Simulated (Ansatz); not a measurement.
LiTaO$_{3}$ (LiNbO3 type, space group R3c)

```xyz
10
Lattice="2.5699 1.4838 4.5903 -2.5699 1.4838 4.5903 0.0000 -2.9675 4.5903" Properties=species:S:1:pos:R:3 pbc="T T T"
Li     0.0000     0.0000     9.7120
Li     0.0000     0.0000     2.8264
Ta     0.0000     0.0000    13.6107
Ta     0.0000     0.0000     6.7252
O     -0.6358     1.4366     8.0611
O      1.5621    -0.1677     8.0611
O     -0.9262    -1.2690     8.0611
O      1.0079     1.3161     5.7660
O      0.6358    -1.5309     5.7660
O     -1.6437     0.2148     5.7660
```

The volume is varied about the relaxed value V₀ at fixed cell shape. The atoms relax within the cell's symmetry.

Method: PBEsol (plane waves to 420 eV, PAW, scalar-relativistic; Ansatz, an electronic-structure program). k mesh 8×8×8 (Γ-centred), Fermi-Dirac smearing 0.05 eV. The energy includes the smearing's −TS. With the shape held, the modulus is that of even scaling; a crystal free to change shape is softer. LiTaO3 is run without spin polarisation. LiTaO3 was relaxed with its symmetry unable to fall. Spin-orbit coupling is left out, though Ta is heavy. The zero of ΔE is the relaxed starting cell.

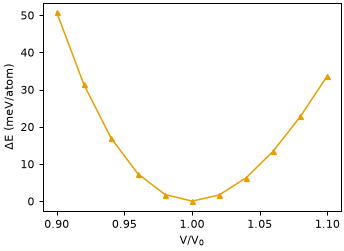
Figure: ΔE (meV/atom) against V/V₀; computed points joined by lines.

Task: What is ΔE at V/V₀ = 1.100?

Result: About 34 meV/atom.

Task: What is ΔE at V/V₀ = 0.900?

Result: About 51 meV/atom.

Task: What bulk modulus at fixed cell shape B₀ follows from a third-order Birch-Murnaghan fit?

Result: About 120 GPa.

(Under strain, the slope of the energy per volume gives the stress and its curvature an elastic modulus.)
